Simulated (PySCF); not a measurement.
# CH5B− (SMILES [BH2-]C) at 6 levels

Aim: a comparison of 6 runs (UB3LYP/STO-3G, UM06-2X/STO-3G, UPBE0/STO-3G, USVWN5/STO-3G, UMP2/STO-3G, UCISD/STO-3G) of CH5B−. The job is set up through a Python script.

The results are computed with PySCF 2.14.0.

5 further runs of the same task are left out: 1 that didn't finish, 4 set aside as unsound or not needed.

### 1 The structure to begin with

CH5B− has 7 atoms, charge -1, and is taken as a doublet. SMILES: `[BH2-]C`. The C2–H5 distance was set to 3.086 Å, away from the relaxed value. At this shape a bond of the SMILES string is far longer than usual.

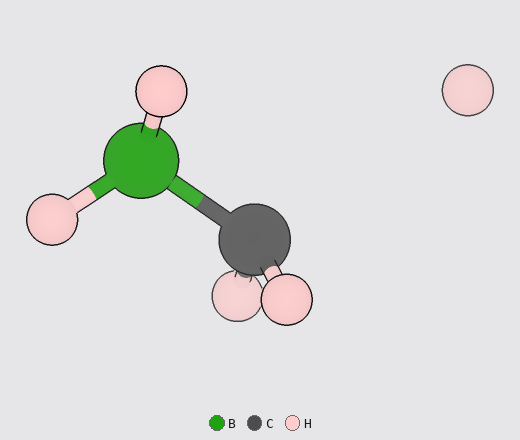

Viewed from a chosen angle; boron green, carbon dark grey, hydrogen pink.

### 2 A single-point energy at UB3LYP/STO-3G (run 1)

Input file job.py:

```python
from pyscf import gto, dft

mol = gto.M(
    atom=[
    ('B', (-1.418745, -1.654471, -1.195452)),
    ('C', (-0.921265, -0.119861, -1.502792)),
    ('H', (-0.484715, -2.429871, -0.918962)),
    ('H', (-2.162375, -2.117911, -2.079452)),
    ('H', (0.713810, 1.090030, 0.817870)),
    ('H', (-0.271755, -0.007561, -2.400862)),
    ('H', (-1.761715, 0.572909, -1.671522)),
],
    verbose=4,
    basis='sto-3g',
    charge=-1,
    spin=1,
    max_memory=1860,
)

mf = dft.UKS(mol)
mf.xc = 'b3lyp'
mf.conv_tol = 1e-10
mf.grids.level = 5
mf.kernel()
if not mf.converged:
    mf = mf.newton().run(mf.mo_coeff, mf.mo_occ)

e_tot = mf.e_tot
print(f'total energy: {e_tot:.8f} hartree')
```

Started as:

```sh
$ OMP_NUM_THREADS=1 python job.py
```

Log:

```text
PySCF version 2.14.0

[... 56 lines left out ...]
WARN: HOMO -0.13088719368323 >= LUMO -0.130887193683229
[... 70 lines left out ...]
converged SCF energy = -64.7907946292698  <S^2> = 0.75150009  2S+1 = 2.0014995
total energy: -64.79079463 hartree
```

It took 6.3 s on 1 thread of Intel Xeon Platinum 8559C (Emerald Rapids), shared host; peak memory 0.2 GiB.

### 3 The energy at UM06-2X/STO-3G (run 2)

job.py: that of step 2 with these lines changed.

```diff
@@ -12,2 +12,4 @@
 ],
+    spin=1,
+    max_memory=1860,
     verbose=4,
@@ -15,4 +17,2 @@
     charge=-1,
-    spin=1,
-    max_memory=1860,
 )
@@ -20,5 +20,5 @@
 mf = dft.UKS(mol)
-mf.xc = 'b3lyp'
+mf.xc = 'm06-2x'
+mf.grids.level = 5
 mf.conv_tol = 1e-10
-mf.grids.level = 5
 mf.kernel()
@@ -27,3 +27,3 @@
 
-e_tot = mf.e_tot
-print(f'total energy: {e_tot:.8f} hartree')
+e_final = mf.e_tot
+print('E = %.10f Eh' % e_final)
```

Started as:

```sh
$ OMP_NUM_THREADS=1 python job.py
```

Log:

```text
PySCF version 2.14.0

[... 118 lines left out ...]
converged SCF energy = -64.7545782934059  <S^2> = 1.256371  2S+1 = 2.4546861
E = -64.7545782934 Eh
```

It took 7.8 s on 1 thread of Intel Xeon Platinum 8559C (Emerald Rapids), shared host; peak memory 0.21 GiB.

Runs 3 to 5 aren't shown in full; the table further down has their settings and results.

### 4 The energy at UCISD/STO-3G (run 6)

Input file run.py:

```python
from pyscf import gto, scf, ci

mol = gto.M(
    atom='''
B     -2.681039    -3.126497    -2.259077
C     -1.740939    -0.226504    -2.839865
H     -0.915979    -4.591791    -1.736586
H     -4.086297    -4.002272    -3.929595
H      1.348905     2.059858     1.545550
H     -0.513543    -0.014288    -4.536972
H     -3.329159     1.082641    -3.158719
''',
    charge=-1,
    verbose=3,
    max_memory=1860,
    basis='sto-3g',
    spin=1,
    unit='bohr',
)

hf = scf.UHF(mol)
hf.conv_tol = 1e-10
hf.kernel()
if not hf.converged:
    hf = hf.newton().run(hf.mo_coeff, hf.mo_occ)

cisd = ci.CISD(hf, frozen=2)
cisd.kernel()
e_final = cisd.e_tot
print('E = %.10f Eh' % e_final)
```

Started as:

```sh
$ OMP_NUM_THREADS=1 python run.py
```

Log:

```text
converged SCF energy = -64.2854351292232  <S^2> = 1.7300711  2S+1 = 2.8143
E(UCISD) = -64.38254237659754  E_corr = -0.09710724737438213
E = -64.3825423766 Eh
```

Wall time 0.6 s (1 thread of Intel Xeon Platinum 8559C (Emerald Rapids), shared host); peak memory 0.1 GiB.

### 5 All runs side by side

```
run           level  integration grid  frozen core orbitals  energy (Eh)  HOMO energy (eV)  LUMO energy (eV)   ⟨S²⟩  wall time
  1   UB3LYP/STO-3G                 5                     –   -64.790795              5.59              7.35  0.752      6.3 s
  2  UM06-2X/STO-3G                 5                     –   -64.754578              5.07              7.97  1.256      7.8 s
  3    UPBE0/STO-3G                 5                     –   -64.679064              5.72              7.77  0.751      5.4 s
  4   USVWN5/STO-3G                 5                     –   -64.057132              6.21              6.93  0.837      3.9 s
  5     UMP2/STO-3G                 –                     2   -64.353948              3.10             12.01  1.730      0.6 s
  6    UCISD/STO-3G                 –                     2   -64.382542              3.10             12.01  1.730      0.6 s
```

### 6 Outcome

| quantity | value |
| --- | --- |
| run 6: total energy | -64.38254 Eh |
| run 6: HOMO energy (Hartree–Fock orbitals) (highest over α and β) | 3.10 eV |
| run 6: LUMO energy (Hartree–Fock orbitals) (lowest over α and β) | 12.01 eV |
| run 6: correlation energy (2 core orbitals frozen) | -97.1 mEh |
| run 6: ⟨S²⟩ of the reference determinant | 1.730 |

**Reading.** Totals of different functionals can't be ranked against each other. In runs 1, 2, 3, 4, 5, 6 the HOMO lies above zero, so the outermost electron may be held by the basis alone. In runs 1, 2, 3, 4, 5, 6 the basis is minimal, so the values are rough. Spin contamination of the reference: run 6 ⟨S²⟩ = 1.73, run 5 ⟨S²⟩ = 1.73, run 2 ⟨S²⟩ = 1.26. Where it is this large, the reference is a mixture of spin states, and values that rest on it are in doubt. All runs together took 25 s, the longest 7.8 s.
